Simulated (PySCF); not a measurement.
Bond stretch in CuCl, singlet.

Levels: UMP2/6-31G* = PySCF with unrestricted MP2 (frozen core)/6-31G*, spherical d; UHF/LANL2DZ = unrestricted Hartree-Fock/LANL2DZ, with its core potentials past Ne (PySCF); RMP2 = MP2 on RHF/def2-TZVP, 10 core orbitals frozen in PySCF 2.14.0.

Energies are in eV, each relative to the lowest point of its own curve near equilibrium.

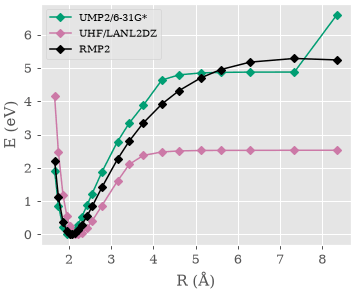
Energy against bond length for each method.

```
R / Å  UMP2/6-31G*  UHF/LANL2DZ   RMP2
-----  -----------  -----------  -----
1.66         1.906        4.149  2.221
1.75         0.867        2.464  1.114
1.86         0.217        1.174  0.373
1.95         0.019        0.555  0.093
2.02         0.000        0.263  0.008
2.08         0.050        0.111  0.000
2.15         0.161        0.020  0.046
2.21         0.289        0.000  0.121
2.30         0.516        0.041  0.275
2.43         0.880        0.200  0.554
2.55         1.228        0.406  0.842
2.78         1.875        0.864  1.413
3.15         2.790        1.604  2.261
3.43         3.350        2.108  2.808
3.76         3.877        2.372  3.348
4.20         4.639        2.478  3.917
4.61         4.796        2.509  4.323
5.13         4.853        2.522  4.708
5.59         4.869        2.525  4.951
6.29         4.877        2.526  5.177
7.34         4.879        2.529  5.287
8.35         6.604        2.530  5.243
```

At the longest distance, 8.35 Å, UMP2/6-31G* lies highest above its minimum (6.604 eV) and UHF/LANL2DZ lowest (2.530 eV).

The unrestricted solution behind UMP2/6-31G* changes between 7.34 and 8.35 Å, which can leave a kink. The unrestricted determinant behind UMP2/6-31G* is spin-contaminated at 4.20 to 7.34 Å (<S²> up to 1.0, against 0.00 for a pure singlet). The unrestricted determinant behind UHF/LANL2DZ is spin-contaminated at 3.43 to 8.35 Å (<S²> up to 1.0, against 0.00 for a pure singlet). The restricted form behind RMP2 keeps the bonding electrons paired and can't separate into open-shell fragments. The T1 diagnostic of CCSD on the restricted reference of RMP2 exceeds 0.045 at 4.20 to 8.35 Å.
